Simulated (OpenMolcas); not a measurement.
## SiNH4: single-point calculation (part 2 of 2)

SiNH4, multiplicity 4, SMILES [NH][SiH3]; PBE/def2-TZVP, UKS (OpenMolcas 26.06). The geometry is that of the parent species in another charge or spin state. The geometry comes from this level: PBE0-D4/def2-TZVP.

Geometry of the input (Å):
```
N  0.5921  -0.8352  0.9095
Si -0.2037  0.3476  -0.1100
H  0.9228  -1.6407  0.3727
H  -1.3106  -0.2823  -0.8855
H  0.7895  0.9118  -1.0689
H  -0.7481  1.4348  0.7362
```

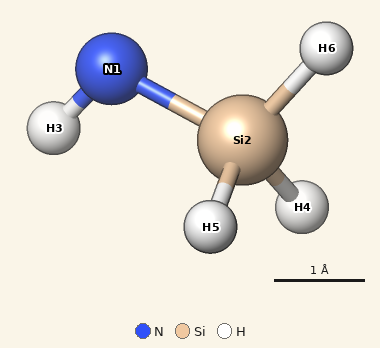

*The structure as given in the input (ball-and-stick view, seen at a tilt; atoms are numbered from 1 in the order of the input).*

Log, continued:
```
  12  -346.165230934  -618.129276698   215.289620581   1.70E-03*   6.56E-02*   3.98E-03*    5.69E-01   1.41E+02   EDIIS        2.
  13  -346.168105602  -618.213441415   215.370910630  -2.87E-03*   3.18E-02*   2.40E-03*    1.93E-01   1.41E+02   c2DIIS       2.
  14  -346.168253403  -618.138641901   215.295963315  -1.48E-04*   6.13E-02*   1.81E-03*    2.15E-01   1.41E+02   QNRc2DIIS    2.
  15  -346.168144650  -618.261228106   215.418658273   1.09E-04*   4.88E-02*   2.37E-03*    2.33E-01   1.41E+02   QNRc2DIIS    2.
  16  -346.168336652  -618.199571590   215.356809755  -1.92E-04*   1.00E-02*   9.93E-04*    1.86E-01   1.41E+02   QNRc2DIIS    2.
  17  -346.168344047  -618.184584580   215.341815350  -7.40E-06*   4.00E-03*   3.10E-04*    1.42E-02   1.41E+02   QNRc2DIIS    2.
  18  -346.168344971  -618.187492521   215.344722367  -9.24E-07*   9.61E-04*   4.26E-05*    7.57E-03   1.41E+02   QNRc2DIIS    2.
  19  -346.168345034  -618.188497415   215.345727198  -6.34E-08*   3.41E-04*   1.35E-05*    2.90E-03   1.41E+02   QNRc2DIIS    2.
  20  -346.168345038  -618.188020810   215.345250589  -3.36E-09*   1.54E-04*   9.72E-06*    7.67E-04   1.41E+02   QNRc2DIIS    2.
  21  -346.168345040  -618.188259899   215.345489676  -2.57E-09*   7.21E-05*   1.80E-06*    3.20E-04   1.41E+02   QNRc2DIIS    2.
  22  -346.168345040  -618.188302003   215.345531780  -2.63E-11    3.58E-05*   1.87E-06*    2.45E-04   1.41E+02   QNRc2DIIS    2.
  23  -346.168345040  -618.188235916   215.345465693  -1.10E-10*   7.56E-06    3.42E-07*    8.49E-05   1.41E+02   QNRc2DIIS    2.
  24  -346.168345040  -618.188268757   215.345498533  -1.71E-12    2.83E-06    3.26E-07*    3.24E-05   1.41E+02   QNRc2DIIS    2.
  25  -346.168345040  -618.188257352   215.345487129  -1.36E-12    5.01E-07    3.83E-08     1.14E-05   1.41E+02   QNRc2DIIS    2.

       Convergence after  25 Iterations
--

 *****************************************************************************************************************************
 *                                             SCF/KS-DFT Program, Final results                                             *
 *                                                       Final Results                                                       *
 *****************************************************************************************************************************

::    Total KS-DFT energy                            -346.1683450404
      One-electron energy                            -618.1882573520
      Two-electron energy                             215.3454871286
      Nuclear repulsion energy                         56.6744251830
      Kinetic energy (interpolated)                   345.5678909168
      Virial theorem                                    1.0017375866
      Total spin, S(S+1)                                3.7566494520
      Total spin, S                                     1.5016616727
      Max non-diagonal density matrix element           0.0000002275
      Max non-diagonal Fock matrix element              0.0000000070

      All orbitals with orbital energies smaller than  E(LUMO)+0.5 are printed

++    Molecular orbitals:
      -------------------

      Title: UKS-DFT orbitals (alpha)

      Molecular orbitals for symmetry species 1: a

          Orbital            1         2         3         4         5         6         7         8         9        10
          Energy          -65.4357  -14.1118   -5.0824   -3.4940   -3.4917   -3.4912   -0.8506   -0.5350   -0.4542   -0.3889
          Occ. No.          1.0000    1.0000    1.0000    1.0000    1.0000    1.0000    1.0000    1.0000    1.0000    1.0000

          Orbital           11        12        13        14        15        16        17        18        19        20
          Energy           -0.3875   -0.3339   -0.3235   -0.0611   -0.0033    0.0058    0.0135    0.0218    0.1193    0.1212
          Occ. No.          1.0000    1.0000    1.0000    1.0000    0.0000    0.0000    0.0000    0.0000    0.0000    0.0000

          Orbital           21        22        23        24        25        26        27        28        29        30
          Energy            0.1455    0.1630    0.1697    0.1896    0.2385    0.2401    0.2765    0.3369    0.3398    0.3676
          Occ. No.          0.0000    0.0000    0.0000    0.0000    0.0000    0.0000    0.0000    0.0000    0.0000    0.0000

          Orbital           31        32        33
          Energy            0.3881    0.4554    0.4567
          Occ. No.          0.0000    0.0000    0.0000

--

      All orbitals with orbital energies smaller than  E(LUMO)+0.5 are printed

++    Molecular orbitals:
      -------------------

      Title: UKS-DFT orbitals (beta)

      Molecular orbitals for symmetry species 1: a

          Orbital            1         2         3         4         5         6         7         8         9        10
          Energy          -65.4348  -14.0792   -5.0811   -3.4912   -3.4910   -3.4901   -0.7764   -0.5096   -0.4131   -0.3385
          Occ. No.          1.0000    1.0000    1.0000    1.0000    1.0000    1.0000    1.0000    1.0000    1.0000    1.0000

          Orbital           11        12        13        14        15        16        17        18        19        20
          Energy           -0.3304   -0.2805   -0.2349   -0.0193    0.0185    0.0254    0.0391    0.0512    0.1314    0.1366
          Occ. No.          1.0000    0.0000    0.0000    0.0000    0.0000    0.0000    0.0000    0.0000    0.0000    0.0000

          Orbital           21        22        23
          Energy            0.1729    0.1957    0.2019
          Occ. No.          0.0000    0.0000    0.0000

--

++    Molecular charges:
      ------------------

      Mulliken charges per centre and basis function type
      ---------------------------------------------------

                            N1                      SI2                     H3                      H4                      H5                      H6
                     alpha        beta       alpha        beta       alpha        beta       alpha        beta       alpha        beta       alpha        beta
      1s           1.5770      1.7781      2.6725      2.6454      0.6377      0.3313      0.5251      0.3771      0.5257      0.3854      0.4926      0.4452
      2px          0.8763      0.2183      1.5314      1.3768      0.0070      0.0020      0.0023      0.0020      0.0036      0.0012      0.0012      0.0008
      2pz          0.8221      0.2201      1.5502      1.2526      0.0075      0.0055      0.0016      0.0014      0.0018      0.0018      0.0036      0.0012
      2py          0.7020      0.5080      1.7850      1.3435      0.0123      0.0070      0.0039      0.0006      0.0022      0.0009      0.0027      0.0019
      3d2+         0.0009      0.0015      0.0248      0.0047      0.0000      0.0000      0.0000      0.0000      0.0000      0.0000      0.0000      0.0000
      3d1+         0.0016      0.0018      0.0632      0.0222      0.0000      0.0000      0.0000      0.0000      0.0000      0.0000      0.0000      0.0000
      3d0          0.0012      0.0019      0.0125      0.0062      0.0000      0.0000      0.0000      0.0000      0.0000      0.0000      0.0000      0.0000
      3d1-         0.0035      0.0037      0.0815      0.0293      0.0000      0.0000      0.0000      0.0000      0.0000      0.0000      0.0000      0.0000
      3d2-         0.0006      0.0015      0.0444      0.0102      0.0000      0.0000      0.0000      0.0000      0.0000      0.0000      0.0000      0.0000
      4f3+        -0.0000      0.0003      0.0023      0.0006      0.0000      0.0000      0.0000      0.0000      0.0000      0.0000      0.0000      0.0000
      4f2+         0.0000      0.0001      0.0027      0.0010      0.0000      0.0000      0.0000      0.0000      0.0000      0.0000      0.0000      0.0000
      4f1+         0.0000      0.0000      0.0017      0.0006      0.0000      0.0000      0.0000      0.0000      0.0000      0.0000      0.0000      0.0000
      4f0         -0.0000      0.0000      0.0023      0.0005      0.0000      0.0000      0.0000      0.0000      0.0000      0.0000      0.0000      0.0000
      4f1-         0.0000     -0.0000      0.0033      0.0016      0.0000      0.0000      0.0000      0.0000      0.0000      0.0000      0.0000      0.0000
      4f2-         0.0000      0.0001      0.0027      0.0035      0.0000      0.0000      0.0000      0.0000      0.0000      0.0000      0.0000      0.0000
      4f3-         0.0000      0.0001      0.0034      0.0002      0.0000      0.0000      0.0000      0.0000      0.0000      0.0000      0.0000      0.0000
      Total        3.9853      2.7354      7.7839      6.6990      0.6645      0.3459      0.5329      0.3811      0.5333      0.3894      0.5000      0.4492
      Total              6.7207                 14.4829                  1.0104                  0.9140                  0.9228                  0.9492

      Charge            0.2793                 -0.4829                 -0.0104                  0.0860                  0.0772                  0.0508

      Total electronic charge=   25.000000

      Total            charge=   -0.000000
--

++    Molecular orbitals:
      -------------------

      Title: Natural orbitals

      Molecular orbitals for symmetry species 1: a

          Orbital            1         2         3         4         5         6         7         8         9        10
          Energy          -65.4352   -5.0370   -3.4916   -3.5350   -3.5447  -14.0353   -0.5068   -0.5181   -0.5809   -0.4688
          Occ. No.          2.0000    2.0000    2.0000    2.0000    2.0000    2.0000    1.9998    1.9998    1.9992    1.9990

          Orbital           11        12        13        14        15        16        17        18        19        20
          Energy           -0.4014   -0.3209   -0.2843   -0.0398    0.2191    0.3399    0.4624    0.8054    0.8019    5.3972
          Occ. No.          1.9989    1.0000    1.0000    1.0000    0.0011    0.0010    0.0008    0.0002    0.0002    0.0000

          Orbital           21        22        23        24        25        26        27        28        29        30
          Energy            1.3220    1.7807    1.2486    2.0363    0.3547    0.2865    1.1580    7.2282    0.9061    0.1780
          Occ. No.          0.0000    0.0000    0.0000    0.0000    0.0000    0.0000    0.0000    0.0000    0.0000    0.0000

          Orbital           31        32        33        34        35        36        37        38        39        40
          Energy            0.5155    0.8392    0.4164    0.3543    1.1043    0.3737    0.3575    0.8238    0.9387    1.4719
          Occ. No.          0.0000    0.0000    0.0000    0.0000    0.0000    0.0000    0.0000    0.0000    0.0000    0.0000

          Orbital           41        42        43        44        45        46        47        48        49        50
          Energy            0.9218    1.1854    1.1758    0.8307    2.5603    1.1271    1.5026    1.4245    1.0025    1.5154
          Occ. No.          0.0000    0.0000    0.0000    0.0000    0.0000    0.0000    0.0000    0.0000    0.0000    0.0000

          Orbital           51        52        53        54        55        56        57        58        59        60
          Energy            1.0364    3.8577    3.2415    1.7022    3.8489    3.8004    3.6138    1.2085    0.7977    1.4250
          Occ. No.          0.0000    0.0000    0.0000    0.0000    0.0000    0.0000    0.0000    0.0000    0.0000    0.0000

          Orbital           61        62        63        64        65        66        67        68        69        70
          Energy            1.7751    1.0365    1.8796    1.4439    1.0818    0.8279    2.4525    2.1921    2.2558    2.2379
          Occ. No.          0.0000    0.0000    0.0000    0.0000    0.0000    0.0000    0.0000    0.0000    0.0000    0.0000

          Orbital           71        72        73        74        75        76        77        78        79        80
          Energy            1.1751    2.6632    4.5125    4.0315    5.0353    0.8707    3.8776    3.9035    2.5898    4.3763
          Occ. No.          0.0000    0.0000    0.0000    0.0000    0.0000    0.0000    0.0000    0.0000    0.0000    0.0000

          Orbital           81        82        83        84        85        86        87        88        89
          Energy            2.1675    1.9045    4.5688    4.2358    1.8030    4.9493    3.7104    3.7443    1.7328
          Occ. No.          0.0000    0.0000    0.0000    0.0000    0.0000    0.0000    0.0000    0.0000    0.0000

--

++    Molecular properties:
      ---------------------

      Charge (e):
                      =   -0.0000
      Dipole Moment (debye):
      Origin of the operator (angstrom)=    0.0488   -0.0335    0.1914
                   X=  3.8045E-01               Y= -5.9300E-01               Z=  4.8618E-01           Total=  8.5602E-01
      Quadrupole Moment (debye*angstrom):
      Origin of the operator (angstrom)=    0.0488   -0.0335    0.1914
                  XX= -2.3482E+01              XY=  1.0621E+00              XZ= -2.4673E-01              YY= -2.4813E+01
                  YZ=  3.6527E-01              ZZ= -2.3910E+01
      In traceless form (debye*angstrom)
                  XX=  8.7973E-01              XY=  1.5931E+00              XZ= -3.7009E-01              YY= -1.1174E+00
                  YZ=  5.4790E-01              ZZ=  2.3763E-01
--

--- Stop Module: scf /rc=_RC_ALL_IS_WELL_ ---
--- Module scf spent 51 seconds ---

.##################.
.# Happy landing! #.
.##################.

    Timing: Wall=54.46 User=49.23 System=5.10
```

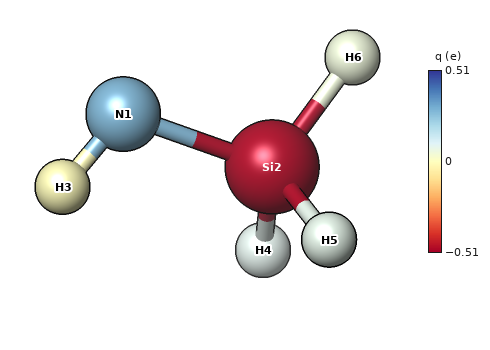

*Mulliken charges, as the colour of each atom (ball-and-stick view, seen at a tilt; atoms are numbered from 1 in the order of the input).*

By element: N +0.28, Si −0.48 and H −0.01 to +0.09 e.

Key numbers:

- outcome: converged
- total energy: −346.168345 hartree
- basis functions: 92
- ⟨S²⟩: 3.757
- dipole moment: 0.86 debye
- hardware: 1 thread of Arm Neoverse V1, 24 GiB of memory available, shared host
- wall time: 55 s
- peak memory: 0.51 GiB
